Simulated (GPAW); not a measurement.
# Surface energy and work function of Au(100) from slabs of 4 to 14 layers (PBE)

How do energy and work function of Au(100) films settle with thickness, and what surface energy follows?

**Method.** GPAW 26.7.0, plane waves at 450 eV with PAW setups; symmetric 1×1 slabs cut at the tabulated lattice constant (two decimals; low-temperature values for the alkali metals), atoms at bulk places, 7.5 Å of vacuum on each side, one in-plane mesh for all thicknesses, Fermi-Dirac smearing of 0.1 eV. Energies are extrapolated to zero smearing and count from the program's reference atoms. Functional PBE. The cell's area is 8.323 Å².

What came out, but for one run:

```tsv
layers	energy (eV)	work function (eV)
4	−11.6154	5.06
5	−14.7337	5.04
6	−17.8335	5.06
7	−20.9374	5.07
8	−24.0396	5.09
9	−27.1389	5.08
10	−30.2467	5.09
11	−33.3465	5.08
12	−36.4552	5.08
14	?	?
```

**Question.** What surface energy do these runs give, and what energy and work function should the 14-layer slab have?

Worked answer. A slab of n layers has E(n) = nε + 2Aγ once its middle is bulk-like. A line through n = 6 to 12 has the slope ε = −3.1032 eV a layer and the intercept 2Aγ = 0.7865 eV (r.m.s. residual 2.1 meV). So γ = 0.7865 / (2 × 8.323 Å²) = 0.0472 eV/Å² = 0.76 J/m², with a standard error of under 0.01 J/m² from the scatter about the line. For 14 layers: 0.7865 + 14 × (−3.1032) = −42.659 eV; the run gives −42.660 eV, 1.2 meV under the line. The work function has no such law: from 6 to 12 layers it moves between 5.06 and 5.09 eV (mean 5.08), and the 14-layer slab gives 5.08 eV. The thinnest slab, 4 layers, lies −0.02 eV from that mean. The measured value for this face is 5.22 eV (“Properties of real metallic surfaces: Effects of density functional semilocality and van der Waals nonlocality” (2017, arxiv:1702.08515)), for a face that reconstructs.

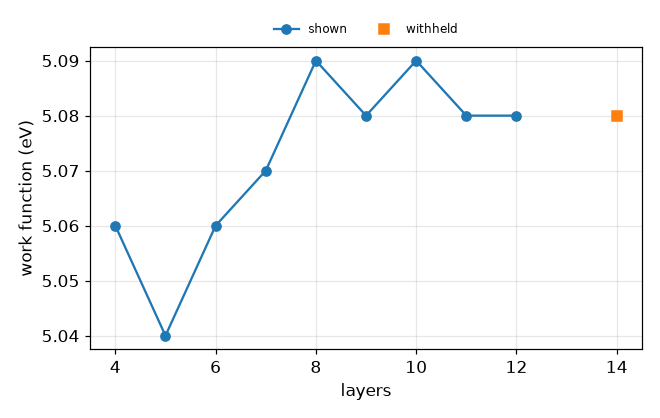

Work function against thickness.

Caveats: The surfaces are unrelaxed, so γ is an upper bound for this functional and lattice constant. The tabulated lattice constant isn't the functional's own, which strains the slab a little. Spin-orbit coupling is left out.

[Logs are printed without paths, hosts, clocks, repeated set-up lines and the standing remarks that a program may print on its own settings, such as how far it seeks lower states.]
